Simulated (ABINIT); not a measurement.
# A GW chain in ABINIT: LiCl (Fm-3m), part 2 of 2

How does a plane-wave GW calculation on LiCl (Fm-3m) run from the first input to the gap?

ABINIT 10.8.3; LDA and many-body steps on it, plane waves. Known limits of the many-body steps: not at the basis limit; coarse k mesh.

So far. Step 2 (Ground state): The gap is direct, at Γ. Step 3 (Bands along the symmetry lines): The gap is 5.985 eV, −0.004 eV from the run before at this level.

The database entry behind the starting cell differs from later determinations by our own check (0.1 to 0.3 % short, probably kX units), so it need not match the best structure at ambient conditions.

## Step 4: Empty states on the mesh, 4×4×4 mesh, 48 bands

Level of this step: DFT, LDA, plane waves, norm-conserving pseudopotentials (ABINIT).

The sums over transitions need many empty states on a uniform mesh; this step solves for them.

run.abi reads:

```
acell 3*1.0 Angstrom
rprim 
  0.000000000000 2.564770000000 2.564770000000
  2.564770000000 0.000000000000 2.564770000000
  2.564770000000 2.564770000000 0.000000000000
ntypat 2
znucl 3 17
natom 2
typat 1 2
xred 
  0.000000000000 0.000000000000 0.000000000000
  0.500000000000 0.500000000000 0.500000000000
pp_dirpath "pseudos"
pseudos "Li.upf, Cl.upf"
ecut 33
ngkpt 4 4 4
nshiftk 1
shiftk 0 0 0
kptopt 1
chksymbreak 0
iscf -2
irdden 1
istwfk *1
nband 48
nbdbuf 4
tolwfr 1e-09
nstep 60
prtvol 0
indata_prefix "in"
outdata_prefix "out"
tmpdata_prefix "tmp"
```

Launch:

```console
OMP_NUM_THREADS=1 mpirun -n 4 abinit run.abi > log
```

Numbers of over 12 decimals in the logs are rounded to 6 here.

What it wrote:

```text
.Version 10.8.3 of ABINIT. v10.8.2 released Aug 2026.

 Symmetries : space group Fm -3 m (#225); Bravais cF (face-center cubic)
[... echo of the input left out ...]
== DATASET  1 ==================================================================
-   mpi_nproc: 4, omp_nthreads: 1 (-1 if OMP is not activated)

--- !DatasetInfo
iteration_state: {dtset: 1, }
dimensions: {natom: 2, nkpt: 8, mband: 48, nsppol: 1, nspinor: 1, nspden: 1, mpw: 2085, }
cutoff_energies: {ecut:  33.0, pawecutdg:  -1.0, }
electrons: {nelect:   1.00000000E+01, charge:   0.00000000E+00, occopt:   1.00000000E+00, tsmear:   1.00000000E-02, }

 Real(R)+Recip(G) space primitive vectors, cartesian coordinates (Bohr,Bohr^-1):
 R(1)=  0.0000000  4.8467129  4.8467129  G(1)= -0.1031627  0.1031627  0.1031627
 R(2)=  4.8467129  0.0000000  4.8467129  G(2)=  0.1031627 -0.1031627  0.1031627
 R(3)=  4.8467129  4.8467129  0.0000000  G(3)=  0.1031627  0.1031627 -0.1031627
 Unit cell volume ucvol=  2.2770464E+02 bohr^3
 Angles (23,13,12)=  6.00000000E+01  6.00000000E+01  6.00000000E+01 degrees

 getcut: wavevector=  0.0000  0.0000  0.0000  ngfft=  36  36  36
         ecut(hartree)=     33.000   => boxcut(ratio)=   2.03104

--- Pseudopotential description ------------------------------------------------
- Li Generated using ONCVPSP code by D. R. Hamann
-  3.00000   3.00000  180309                  znucl, zion, pspdat
12 -1012 1 -1 1944                            pspcod,pspxc,lmax,lloc,mmax
     nproj     2     2     0
  pspatm : epsatm=    2.61415252
         --- l  ekb(1:nproj) -->
             0   -4.854561   -1.448487
             1   -2.179236   -0.444438
 pspatm: atomic psp has been read  and splines computed

- Cl Generated using ONCVPSP code by D. R. Hamann
- 17.00000   7.00000  180309                  znucl, zion, pspdat
12 -1012 2 -1 1016                            pspcod,pspxc,lmax,lloc,mmax
     nproj     2     2     2
  pspatm : epsatm=    8.88507506
         --- l  ekb(1:nproj) -->
             0    8.195043    0.715728
[...]
pspatm: atomic psp has been read  and splines computed

--------------------------------------------------------------------------------

================================================================================
 prteigrs : about to open file out_EIG
 Non-SCF case, kpt    1 (  0.00000  0.00000  0.00000), residuals and eigenvalues=
  6.56E-10  7.56E-10  5.74E-11  2.15E-10  8.38E-10  7.35E-11  3.32E-10  5.55E-10
  8.44E-10  4.48E-11  1.35E-10  3.04E-10  7.33E-11  3.43E-10  5.23E-10  6.33E-11
  1.14E-10  1.21E-10  7.92E-10  2.10E-11  1.05E-10  5.24E-10  1.62E-10  1.87E-10
[...]
-1.5565E+00 -4.8741E-01  3.0188E-03  3.0188E-03  3.0188E-03  2.2311E-01
  4.2866E-01  4.2866E-01  4.2866E-01  5.2225E-01  5.2225E-01  5.2225E-01
  5.2505E-01  5.2505E-01  5.9545E-01  9.7871E-01  1.0866E+00  1.0866E+00
[...]
2.0258E+00  2.0258E+00  2.0258E+00  2.0687E+00  2.0965E+00  2.0965E+00
  2.0965E+00  2.1330E+00  2.1330E+00  2.1330E+00  2.2110E+00  2.2110E+00
 prteigrs : prtvol=0 or 1, do not print more k-points.

--- !ResultsGS
iteration_state: {dtset: 1, }
comment   : Summary of ground state results
lattice_vectors:
- [  0.0000000,   4.8467129,   4.8467129, ]
- [  4.8467129,   0.0000000,   4.8467129, ]
- [  4.8467129,   4.8467129,   0.0000000, ]
lattice_lengths: [   6.85429,    6.85429,    6.85429, ]
lattice_angles: [ 60.000,  60.000,  60.000, ] # degrees, (23, 13, 12)
lattice_volume:   2.2770464E+02
convergence: {deltae:  0.000E+00, res2:  0.000E+00, residm:  9.890E-10, diffor:  0.000E+00, }
etotal    :  -2.36532230E+01
entropy   :   0.00000000E+00
fermie    :   3.01875738E-03
cartesian_stress_tensor: null
pressure_GPa: null
xred      :
- [  0.0000E+00,   0.0000E+00,   0.0000E+00, Li]
- [  5.0000E-01,   5.0000E-01,   5.0000E-01, Cl]
cartesian_forces: null
force_length_stats: {min: null, max: null, mean: null, }

 Integrated electronic density in atomic spheres:
 ------------------------------------------------
 Atom  Sphere_radius  Integrated_density
[...]
================================================================================

 ----iterations are completed or convergence reached----

 Mean square residual over all n,k,spin=   35.898E-11; max=  98.904E-11
 reduced coordinates (array xred) for    2 atoms
       0.000000000000      0.000000000000      0.000000000000
       0.500000000000      0.500000000000      0.500000000000

 cartesian coordinates (angstrom) at end:
    1      0.000000     0.000000     0.000000
    2      2.564770     2.564770     2.564770
 length scales=  1.889726125908  1.889726125908  1.889726125908 bohr
              =  1.000000000000  1.000000000000  1.000000000000 angstroms
 prteigrs : about to open file out_EIG
 Eigenvalues (hartree) for nkpt=   8  k points:
 kpt#   1, nband= 48, wtk=  0.01563, kpt=  0.0000  0.0000  0.0000 (reduced coord)
[...]
1.67013    1.79402    1.79402    1.79402    2.02579    2.02579    2.02579    2.06867
   2.09653    2.09653    2.09653    2.13303    2.13303    2.13303    2.21099    2.21101
 prteigrs : prtvol=0 or 1, do not print more k-points.

== END DATASET(S) ==============================================================
================================================================================

 -outvars: echo values of variables after computation  --------
            nband          48
             nkpt           8
          spgroup         225
 [... the other variables as echoed above ...]

 Calculation completed.
```

The job ended after 4.8 s (4 MPI ranks of Intel Xeon Platinum 8488C (Sapphire Rapids), shared host; peak memory 0.28 GiB).

Numbers from this step:

| Quantity | Value |
| --- | --- |
| gap | 5.989 eV |
| k of the valence top | 0, 0, 0 |
| k of the conduction bottom | 0, 0, 0 |
| least direct gap | 5.989 eV |
| k points computed | 8 |
| lowest point of the top converged band, above the valence top | 56.9298 eV |

On this mesh the gap is 5.989 eV.

## Step 5: Screening, 4×4×4 mesh, 44 bands, screening to 108.8 eV

The RPA dielectric matrix is built and inverted for each q.

This step: RPA screening on LDA, plane waves, norm-conserving pseudopotentials.

Edit run.abi of step 4 so:

```diff
@@ -20,10 +20,11 @@
 chksymbreak 0
-iscf -2
-irdden 1
 istwfk *1
-nband 48
-nbdbuf 4
-tolwfr 1e-09
-nstep 60
-prtvol 0
+occopt 1
+irdwfk 1
+optdriver 3
+nband 44
+ecuteps 4
+inclvkb 2
+awtr 1
+symchi 1
 indata_prefix "in"
```

What it wrote:

```text
.Version 10.8.3 of ABINIT. v10.8.2 released Aug 2026.

 Symmetries : space group Fm -3 m (#225); Bravais cF (face-center cubic)
[... echo of the input left out ...]
== DATASET  1 ==================================================================
-   mpi_nproc: 4, omp_nthreads: 1 (-1 if OMP is not activated)

--- !DatasetInfo
iteration_state: {dtset: 1, }
dimensions: {natom: 2, nkpt: 8, mband: 44, nsppol: 1, nspinor: 1, nspden: 1, mpw: 2085, }
cutoff_energies: {ecut:  33.0, pawecutdg:  -1.0, }
electrons: {nelect:   1.00000000E+01, charge:   0.00000000E+00, occopt:   1.00000000E+00, tsmear:   1.00000000E-02, }

 SCREENING: Calculation of the susceptibility and dielectric matrices

 Based on a program developped by R.W. Godby, V. Olevano, G. Onida, and L. Reining.
 Incorporated in ABINIT by V. Olevano, G.-M. Rignanese, and M. Torrent.
.Using double precision arithmetic ; gwpc =  8

[... cell and pseudopotentials left out ...]
--------------------------------------------------------------------------------

 ==== K-mesh for the wavefunctions ====
 Number of points in the irreducible wedge :     8
[... list of points left out ...]
 Together with 48 symmetry operations and time-reversal symmetry
 yields    64 points in the full Brillouin Zone.

 ==== Q-mesh for the screening function ====
 Number of points in the irreducible wedge :     8
[... list of points left out ...]
 Together with 48 symmetry operations and time-reversal symmetry
 yields    64 points in the full Brillouin Zone.

 setmesh: FFT mesh size selected  =    24x   24x   24
          total number of points  =        13824

 vcoul_init : cutoff-mode = AUXILIARY_FUNCTION
 q-points for optical limit:   1
     1)      0.000010    0.000020    0.000030

- screening: taking advantage of time-reversal symmetry
- Maximum band index for partially occupied states nbvw = 5
- Remaining bands to be divided among processors   nbcw = 39
- Number of bands treated by each node ~9

 Number of electrons calculated from density =   10.0000; Expected =   10.0000
 average of density, n =  0.043917
 r_s =    1.7583
 omega_plasma =   20.2148 [eV]

 calculating chi0 at frequencies [eV] :
  1    0.000000E+00    0.000000E+00
  2    0.000000E+00    2.021481E+01

--------------------------------------------------------------------------------
  q-point number  1        q = ( 0.000000, 0.000000, 0.000000) [r.l.u.]
--------------------------------------------------------------------------------
[... chi0 elements left out ...]
 For q-point:  0.000010 0.000020 0.000030
  dielectric constant =   3.0036
  dielectric constant without local fields =   3.5172

  Average fulfillment of the sum rule on Im[epsilon] for q-point    1 :     62.39  [%]
[... wings left out ...]
  q-point number  2        q = ( 0.250000, 0.000000, 0.000000) [r.l.u.]
--------------------------------------------------------------------------------
[... chi0 elements left out ...]
  Average fulfillment of the sum rule on Im[epsilon] for q-point    2 :     75.25  [%]

 [... 6 further q-points ...]
```

Run time: 4 s. Hardware: 4 MPI ranks; peak memory 0.43 GiB.

This step gave:

```
ε∞ with local fields, on this mesh, along the program's q direction : 3.004
the same without local fields                                       : 3.517
plasma frequency                                                    : 20.21 eV
plane waves in the screening matrix                                 : 89
```

Local fields lower ε∞ by 15 %. On a Γ-centred mesh this coarse the value itself is usually too large, while a short band sum pulls it down.

## Step 6: Self-energy, 4×4×4 mesh, 44 bands, screening to 108.8 eV

The self-energy is evaluated for the states that the input lists, and the levels follow from it, in one-shot runs by the linearised quasiparticle equation.

This step: G0W0 on LDA, plane waves, norm-conserving pseudopotentials.

Edit run.abi of step 5 so:

```diff
@@ -23,8 +23,15 @@
 irdwfk 1
-optdriver 3
+optdriver 4
 nband 44
+gwcalctyp 0
+ecutsigx 33
+symsigma 1
+nkptgw 1
+kptgw 
+  0.0000000000 0.0000000000 0.0000000000
+bdgw 
+  3 9
 ecuteps 4
-inclvkb 2
-awtr 1
-symchi 1
+irdscr 1
+ppmodel 1
 indata_prefix "in"
```

What it wrote:

```text
.Version 10.8.3 of ABINIT. v10.8.2 released Aug 2026.

 Symmetries : space group Fm -3 m (#225); Bravais cF (face-center cubic)
[... echo of the input left out ...]
== DATASET  1 ==================================================================
-   mpi_nproc: 4, omp_nthreads: 1 (-1 if OMP is not activated)

--- !DatasetInfo
iteration_state: {dtset: 1, }
dimensions: {natom: 2, nkpt: 8, mband: 44, nsppol: 1, nspinor: 1, nspden: 1, mpw: 2085, }
cutoff_energies: {ecut:  33.0, pawecutdg:  -1.0, }
electrons: {nelect:   1.00000000E+01, charge:   0.00000000E+00, occopt:   1.00000000E+00, tsmear:   1.00000000E-02, }

 SIGMA: Calculation of the GW corrections

 Based on a program developped by R.W. Godby, V. Olevano, G. Onida, and L. Reining.
 Incorporated in ABINIT by V. Olevano, G.-M. Rignanese, and M. Torrent.
.Using double precision arithmetic ; gwpc =  8

[... cell and pseudopotentials left out ...]
--------------------------------------------------------------------------------

 ==== K-mesh for the wavefunctions ====
 Number of points in the irreducible wedge :     8
[... list of points left out ...]
 Together with 48 symmetry operations and time-reversal symmetry
 yields    64 points in the full Brillouin Zone.

 ==== Q-mesh for screening function ====
 Number of points in the irreducible wedge :     8
[... list of points left out ...]
 Together with 48 symmetry operations and time-reversal symmetry
 yields    64 points in the full Brillouin Zone.

 vcoul_init : cutoff-mode = AUXILIARY_FUNCTION
 q-points for optical limit:   1
     1)      0.000010    0.000020    0.000030
 setmesh: FFT mesh size selected  =    36x   36x   36
          total number of points  =        46656

 Number of electrons calculated from density =   10.0000; Expected =   10.0000
 average of density, n =  0.043917
 r_s =    1.7583
 omega_plasma =   20.2148 [eV]

 === KS Band Gaps ===
  >>>> For spin  1
   Minimum direct gap =   5.9890 [eV], located at k-point      :   0.0000  0.0000  0.0000
   Fundamental gap    =   5.9890 [eV], Top of valence bands at :   0.0000  0.0000  0.0000
                                       Bottom of conduction at :   0.0000  0.0000  0.0000
 SIGMA fundamental parameters:
 PLASMON POLE MODEL  1
 number of plane-waves for SigmaX                 2085
 number of plane-waves for SigmaC and W             89
 number of plane-waves for wavefunctions          2085
 number of bands                                    44
 number of independent spin polarizations            1
 number of spinorial components                      1
 number of k-points in IBZ                           8
 number of q-points in IBZ                           8
 number of symmetry operations                      48
 number of k-points in BZ                           64
 number of q-points in BZ                           64
 number of frequencies for dSigma/dE                 9
 frequency step for dSigma/dE [eV]                0.25
 number of omega for Sigma on real axis              0
 max omega for Sigma on real axis  [eV]           0.00
 zcut for avoiding poles [eV]                     0.10

 EPSILON^-1 parameters (SCR file):
 dimension of the eps^-1 matrix on file             89
 dimension of the eps^-1 matrix used                89
 number of plane-waves for wavefunctions          2085
 number of bands                                    44
 number of q-points in IBZ                           8
 number of frequencies                               2
 number of real frequencies                          1
 number of imag frequencies                          1

 matrix elements of self-energy operator (all in [eV])

 Perturbative Calculation

--- !SelfEnergy_ee
iteration_state: {dtset: 1, }
kpoint     : [   0.000,    0.000,    0.000, ]
spin       : 1
KS_gap     :    5.989
QP_gap     :    8.815
Delta_QP_KS:    2.826
data: !SigmaeeData |
     Band     E0 <VxcDFT>   SigX SigC(E0)      Z dSigC/dE  Sig(E)    E-E0       E
        3   0.082 -14.528 -18.906   2.424   0.804  -0.244 -16.099  -1.570  -1.488
        4   0.082 -14.528 -18.906   2.424   0.804  -0.244 -16.099  -1.570  -1.488
        5   0.082 -14.528 -18.906   2.424   0.804  -0.244 -16.099  -1.570  -1.488
        6   6.071  -9.728  -4.830  -3.410   0.844  -0.185  -8.472   1.256   7.327
        7  11.664  -9.876  -4.327  -3.537   0.835  -0.198  -8.196   1.679  13.344
        8  11.664  -9.876  -4.327  -3.537   0.835  -0.198  -8.196   1.679  13.344
        9  11.664  -9.876  -4.327  -3.537   0.835  -0.198  -8.196   1.679  13.344

== END DATASET(S) ==============================================================
================================================================================

 -outvars: echo values of variables after computation  --------
           etotal      0.0000000000E+00
            nband          44
             nkpt           8
          spgroup         225
 [... the other variables as echoed above ...]

 Calculation completed.
```

The job ended after 2.2 s (4 MPI ranks; peak memory 0.12 GiB).

This step gave:

```yaml
g0w0_gap_on_the_points_computed: 8.815 eV
starting_gap_on_the_mesh: 5.989 eV
k_of_the_valence_top: 0, 0, 0
k_of_the_conduction_bottom: 0, 0, 0
z_at_the_valence_top: 0.804
z_at_the_conduction_bottom: 0.844
least_direct_g0w0_gap_on_the_computed_points: 8.815 eV
```

The gap on the mesh goes from 5.99 eV to 8.81 eV, a correction of +2.83 eV.

Limits: finite bands, cutoff and mesh; coarse k mesh. v1 is the top filled band, c1 the lowest empty one. Levels before and after the correction, in eV, zero at the valence-band top of each column:

|  | conduction bottom | valence top |
| --- | --- | --- |
| Kohn-Sham | 5.99 | 0.00 |
| G0W0 | 8.81 | 0.00 |

|  | level | energy (eV) |
| --- | --- | --- |
| Kohn-Sham | Γ v3-v1 | 0.000 |
| Kohn-Sham | Γ c1 | 5.989 |
| Kohn-Sham | Γ c2-c4 | 11.582 |
| G0W0 | Γ v3-v1 | 0.000 |
| G0W0 | Γ c1 | 8.815 |
| G0W0 | Γ c2-c4 | 14.832 |

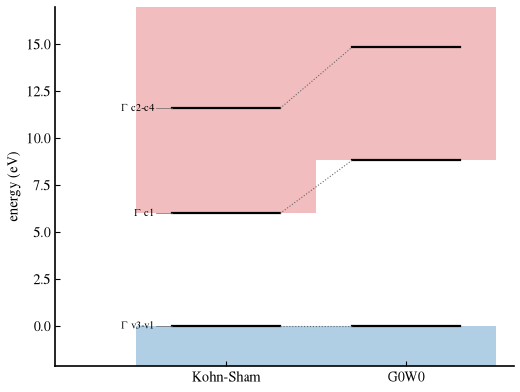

Levels before and after the correction. Shaded: valence and conduction bands.

## Step 7: Where the time went

Times are wall times on 4 MPI ranks of Intel Xeon Platinum 8488C (Sapphire Rapids), shared host, good to a factor of about two.

| step | time | share | memory (GiB) |
| --- | --- | --- | --- |
| ground state | 5 s | 24 % | 0.31 |
| bands along the symmetry lines | 4.9 s | 23 % | 0.29 |
| empty states on the mesh | 4.8 s | 23 % | 0.28 |
| screening | 4 s | 19 % | 0.43 |
| self-energy | 2.2 s | 10 % | 0.12 |

## Step 8: What came out

```
LDA gap              : 5.99 eV, indirect (only 4 meV under the direct gap)
G0W0 gap on the mesh : 8.81 eV
GW settings          : 4×4×4 mesh, 44 bands, screening to 108.8 eV, Godby-Needs plasmon pole
known limits         : not at the basis limit; coarse k mesh
```

G0W0 moves the gap on the mesh from 5.99 eV to 8.81 eV (+2.83 eV), with Z of 0.80 and 0.84 at the edges. Local fields lower the RPA ε∞ on this mesh from 3.52 to 3.00; a Γ-centred mesh this coarse tends to raise both, most where the direct gap is narrow, while a short band sum lowers them. Only 1 of the mesh's irreducible points was corrected, so a valley elsewhere could overtake. Bands and cutoff are finite, so the gap is not at the basis limit. The miss can reach some tenths of an eV and take either sign; the mesh is an error of its own. In the G0W0 run levels were corrected at 1 k point alone, so a gap called «on the mesh» is the least over those, and an edge elsewhere would be missed. The 4×4×4 mesh is coarse for this cell, which bears on the long-range parts of exchange and screening.

[Paths, hosts, dates, memory and timing lines, banners, echoed tables and standing remarks are left out of the program output.]

[Logs are printed without paths, hosts, clocks, repeated set-up lines and the standing remarks that a program may print on its own settings, such as how far it seeks lower states.]

[Runs of the session that timed out or met a known fault of the program may be left out.]

[Hosts, paths, dates, database ids (printed as entryN), source tags and the programs' standing remarks are cut or masked in the printed files.]

[G0W0 gaps are taken among the corrected bands and points alone; a level outside them can change the order at an edge.]

[Where Ansatz stands beside ABINIT at settings called matched, ABINIT's density can come from a denser mesh and the files from another edition; pairs whose starting gaps differed by over 0.03 eV were left out, so agreement reads better than it is.]
